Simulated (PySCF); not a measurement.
# C₅H₁₄OSi: NMR shifts at several levels of theory, part 2 of 2

PySCF 2.14.0. Atoms count from 0.

### Step 7. Nuclear shieldings: WP04/pcSseg-1

Job settings and geometry (Å):

```
{"job": {"kind": "nmr", "xc": "WP04", "basis": "pcSseg-1", "pop": false}, "charge": 0, "multiplicity": 1}
C      3.058471    -0.174570     0.756998
C      1.768040    -0.489339     0.035145
O      0.737754     0.315395     0.542573
Si    -0.869831     0.216487     0.065582
C     -1.754534     1.517254     1.071415
C     -1.009121     0.571459    -1.773008
C     -1.539597    -1.497563     0.440068
H      2.948283    -0.361468     1.835672
H      3.884973    -0.793782     0.376220
H      3.322996     0.884851     0.622044
H      1.896960    -0.319302    -1.052591
H      1.524925    -1.564020     0.157483
H     -1.332302     2.514624     0.873885
H     -1.650121     1.313315     2.148254
H     -2.828802     1.545829     0.830603
H     -0.478481    -0.182814    -2.375533
H     -2.063322     0.568543    -2.093810
H     -0.584549     1.558542    -2.014917
H     -1.025608    -2.276041    -0.145760
H     -1.420355    -1.741194     1.507479
H     -2.612841    -1.557035     0.197036
```

Method: GIAO WP04/pcSseg-1 NMR shielding, non-relativistic, gas phase.

Standard output:

```text
coarse grid: 16824 points
cycle   1  E = -573.4177534565  dE =  3.227e-01  |g| = 1.241e+00  |ddm| = 3.979e+00
cycle   2  E = -572.9328978889  dE =  4.849e-01  |g| = 1.947e+00  |ddm| = 3.025e+00
cycle   3  E = -573.7139538205  dE = -7.811e-01  |g| = 3.412e-01  |ddm| = 2.439e+00
cycle   4  E = -573.7366479851  dE = -2.269e-02  |g| = 7.685e-02  |ddm| = 2.927e-01
cycle   5  E = -573.7379907644  dE = -1.343e-03  |g| = 8.950e-03  |ddm| = 5.743e-02
cycle   6  E = -573.7380052382  dE = -1.447e-05  |g| = 2.352e-03  |ddm| = 1.021e-02
cycle   7  E = -573.7380063545  dE = -1.116e-06  |g| = 8.619e-04  |ddm| = 2.639e-03
final grid: 154384 points
cycle   8  E = -573.8124840832  dE = -5.597e-05  |g| = 1.087e-02  |ddm| = 2.990e-02
cycle   9  E = -573.8124574620  dE =  2.662e-05  |g| = 1.578e-02  |ddm| = 1.749e-02
cycle  10  E = -573.8125100466  dE = -5.258e-05  |g| = 2.125e-03  |ddm| = 1.094e-02
cycle  11  E = -573.8125109034  dE = -8.568e-07  |g| = 2.229e-04  |ddm| = 1.868e-03
cycle  12  E = -573.8125109120  dE = -8.597e-09  |g| = 5.638e-05  |ddm| = 1.978e-04
cycle  13  E = -573.8125109125  dE = -5.253e-10  |g| = 1.674e-05  |ddm| = 7.718e-05
converged SCF energy = -573.8125109125

GIAO shielding tensors (ppm)
atom      isotropic    diamagn.    paramagn.     s11        s22        s33       span
  0 C      150.988     246.428     -95.440    134.916    147.765    170.283     35.367
  1 C      110.373     246.906    -136.533     83.368     96.134    151.615     68.247
  2 O      273.481     406.764    -133.283    251.748    266.560    302.136     50.387
  3 Si     327.943     886.191    -558.248    311.041    322.295    350.494     39.453
  4 C      172.609     256.769     -84.160    165.983    173.237    178.605     12.622
  5 C      173.908     258.421     -84.512    167.647    173.489    180.589     12.942
  6 C      174.091     258.224     -84.133    167.389    173.641    181.243     13.855
  7 H       30.216      29.798       0.418     26.653     28.956     35.038      8.385
  8 H       30.707      26.794       3.913     27.096     27.917     37.107     10.012
  9 H       30.191      29.763       0.428     26.649     28.838     35.084      8.435
 10 H       28.174      33.687      -5.513     22.701     29.296     32.525      9.824
 11 H       28.198      33.774      -5.576     22.730     29.427     32.435      9.705
 12 H       31.301      32.407      -1.106     27.499     29.166     37.239      9.740
 13 H       31.304      32.227      -0.923     27.505     29.181     37.226      9.721
 14 H       31.800      30.291       1.509     28.094     29.318     37.987      9.894
 15 H       31.275      34.420      -3.146     27.447     29.750     36.627      9.180
 16 H       31.758      31.183       0.574     28.168     29.261     37.843      9.675
 17 H       31.466      33.242      -1.776     27.935     28.899     37.563      9.627
 18 H       31.254      34.274      -3.020     27.420     29.719     36.623      9.202
 19 H       31.482      32.967      -1.485     27.945     28.912     37.589      9.644
 20 H       31.764      31.048       0.716     28.175     29.277     37.839      9.664
```

It took 46 s on 1 thread, shared host.

This run: δ C1 62.1, C0 21.5, C4 -1.1, O2 44.1, H10 3.38, H7 1.19 ppm (means over like atoms).

### Step 8. Nuclear shieldings: BLYP/pcSseg-1

Same as in step 7 but for these lines:

```diff
@@ -1,2 +1,2 @@
-{"job": {"kind": "nmr", "xc": "WP04", "basis": "pcSseg-1", "pop": false}, "charge": 0, "multiplicity": 1}
+{"job": {"kind": "nmr", "xc": "BLYP", "basis": "pcSseg-1", "pop": false}, "charge": 0, "multiplicity": 1}
 C      3.058471    -0.174570     0.756998
```

Method: GIAO BLYP/pcSseg-1 NMR shielding, non-relativistic, gas phase.

Standard output:

```text
coarse grid: 16824 points
cycle   1  E = -563.2034439834  dE =  3.211e-01  |g| = 1.129e+00  |ddm| = 3.951e+00
cycle   2  E = -562.4566190771  dE =  7.468e-01  |g| = 2.147e+00  |ddm| = 3.974e+00
cycle   3  E = -563.4482469650  dE = -9.916e-01  |g| = 4.155e-01  |ddm| = 3.426e+00
cycle   4  E = -563.4830014091  dE = -3.475e-02  |g| = 7.842e-02  |ddm| = 4.063e-01
cycle   5  E = -563.4843483084  dE = -1.347e-03  |g| = 1.783e-02  |ddm| = 8.048e-02
cycle   6  E = -563.4844328946  dE = -8.459e-05  |g| = 5.683e-03  |ddm| = 2.904e-02
cycle   7  E = -563.4844399901  dE = -7.095e-06  |g| = 1.229e-03  |ddm| = 6.630e-03
final grid: 154384 points
cycle   8  E = -563.5619468299  dE = -3.442e-05  |g| = 1.224e-02  |ddm| = 2.828e-02
cycle   9  E = -563.5618776592  dE =  6.917e-05  |g| = 2.171e-02  |ddm| = 2.463e-02
cycle  10  E = -563.5619791358  dE = -1.015e-04  |g| = 3.043e-03  |ddm| = 1.726e-02
cycle  11  E = -563.5619809307  dE = -1.795e-06  |g| = 2.911e-04  |ddm| = 3.143e-03
cycle  12  E = -563.5619809471  dE = -1.641e-08  |g| = 6.239e-05  |ddm| = 2.896e-04
cycle  13  E = -563.5619809479  dE = -7.636e-10  |g| = 2.183e-05  |ddm| = 9.862e-05
converged SCF energy = -563.5619809479

GIAO shielding tensors (ppm)
atom      isotropic    diamagn.    paramagn.     s11        s22        s33       span
  0 C      153.685     244.854     -91.168    136.052    149.616    175.388     39.336
  1 C      112.038     244.703    -132.665     85.674     96.689    153.749     68.076
  2 O      259.086     402.564    -143.477    227.216    258.093    291.950     64.734
  3 Si     306.181     883.692    -577.511    283.627    297.368    337.547     53.920
  4 C      175.635     253.846     -78.211    167.557    175.329    184.020     16.463
  5 C      177.804     255.175     -77.371    169.391    177.059    186.963     17.573
  6 C      178.046     255.025     -76.979    169.013    177.259    187.866     18.853
  7 H       30.004      29.438       0.566     26.600     28.663     34.750      8.150
  8 H       30.362      27.068       3.295     26.750     27.662     36.675      9.925
  9 H       29.976      29.403       0.573     26.596     28.536     34.796      8.199
 10 H       27.592      32.575      -4.983     21.985     28.731     32.060     10.075
 11 H       27.616      32.647      -5.031     22.033     28.840     31.975      9.942
 12 H       31.128      31.753      -0.625     27.401     28.950     37.031      9.630
 13 H       31.129      31.620      -0.491     27.406     28.966     37.015      9.609
 14 H       31.594      30.202       1.392     27.919     29.128     37.735      9.816
 15 H       30.976      33.329      -2.353     27.070     29.508     36.350      9.280
 16 H       31.570      30.935       0.635     28.023     29.140     37.545      9.522
 17 H       31.350      32.428      -1.079     27.841     28.693     37.515      9.674
 18 H       30.944      33.210      -2.265     27.024     29.473     36.336      9.312
 19 H       31.375      32.216      -0.841     27.858     28.711     37.557      9.699
 20 H       31.579      30.825       0.753     28.032     29.161     37.543      9.511
```

Wall time 75 s (1 thread, shared host).

This run: δ C1 63.3, C0 21.6, C4 -1.8, O2 74.6, H10 3.76, H7 1.25 ppm (means over like atoms).

### Step 9. Comparing the runs: NMR shifts

Shifts (ppm) of some atoms, chosen among heavy atoms and hydrogens apart, means over like atoms, with basis size and wall time (the measured row can stand on another reference than the computed rows):

```csv
run,C1,C0,C4,H10,H7,O2,Si3,functions,time
PBE0/pcSseg-1,59.5,20.5,-1.3,3.53,1.23,55.9,20.9,196,57 s
wB97X-D/pcSseg-1,59.0,20.7,-1.1,3.47,1.24,49.9,21.0,196,63 s
mPW1PW91/pcSseg-1,59.4,20.6,-1.3,3.51,1.23,54.2,20.5,196,44 s
PBE/pcSseg-1,62.2,20.8,-1.7,3.75,1.22,71.2,21.0,196,65 s
WP04/pcSseg-1,62.1,21.5,-1.1,3.38,1.19,44.1,10.7,196,46 s
BLYP/pcSseg-1,63.3,21.6,-1.8,3.76,1.25,74.6,17.3,196,75 s
measured,–,–,–,–,–,–,14.7,–,–
```

Measured: liquid, neat; T. M. Alam, M. Henry, Phys. Chem. Chem. Phys. (a906445a), supplement.

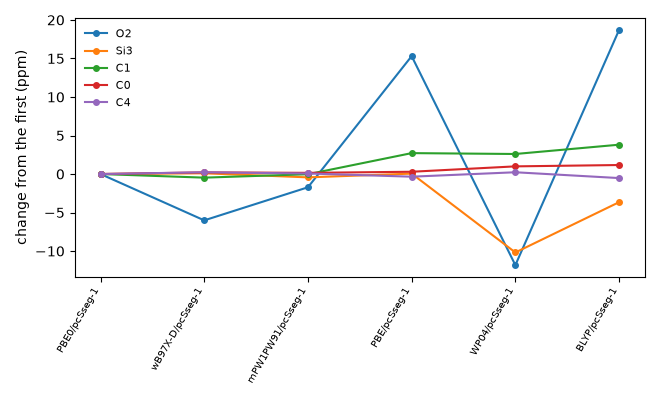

How five of the tabulated atoms move from run to run.

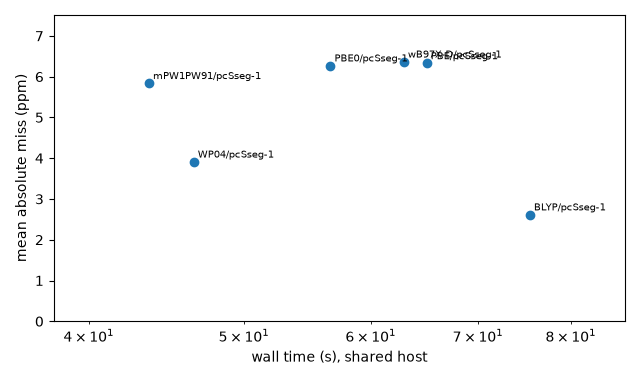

Cost against miss for the one measured ²⁹Si shift.

### Step 10. What came out

This closing draws on all 2 parts.

| quantity | value |
| --- | --- |
| point group | C1 |
| rotational constants (main isotopes) | 2.91, 1.21, 1.19 GHz |
| ¹³C shifts against TMS (PBE0/pcSseg-1, means over atoms taken as alike) | 59.5, 20.5, -1.3 ppm |
| ¹H shifts against TMS (PBE0/pcSseg-1, means over atoms taken as alike) | 3.53, 1.23, 0.08 ppm |
| ¹⁷O shifts against H2O (PBE0/pcSseg-1) | 55.9 ppm |
| ²⁹Si shifts against TMS (PBE0/pcSseg-1) | 20.9 ppm |
| measured, and computed on the same scale | Si3 δ 14.7, 20.9 ppm |
| range of the shift of O2 | 44.1 to 74.6 ppm |

What this shows: Single values in the summary come from the first run of each kind that ended normally (PBE0/pcSseg-1), which need not be the best level. Relaxing lowered the energy by 0.134 eV in 8 steps; the close pair that moved most is O2–Si3, from 1.634 to 1.680 Å. The most deshielded carbon is C1 (sp3 CH2 bonded to O), at 59.5 ppm: pulled downfield by the heteroatom. H10, H11 (mean) (hydrogen on an sp3 CH2 bonded to O) lies farthest downfield among hydrogen, at 3.53 ppm; its carbon carries O, an electronegative neighbour. The one measured ²⁹Si shift is missed by +6.3 ppm (computed less measured, unscaled). Vibration, temperature and solvent are missing from the calculation, and it holds one conformer, so part of the miss against the measured shifts is not the functional's. In ppm, O2 moves most: its shift spreads over 30.5 ppm, from 44.1 (WP04/pcSseg-1) to 74.6 (BLYP/pcSseg-1). Part of that comes from the computed reference. For the one measured ²⁹Si shift, BLYP/pcSseg-1 misses least (2.6 ppm, 75 s) and wB97X-D/pcSseg-1 most (6.4 ppm, 63 s); the quickest, mPW1PW91/pcSseg-1, misses by 5.8 ppm in 44 s. One molecule ranks no method: errors cancel, and vibration and temperature are missing from all runs.
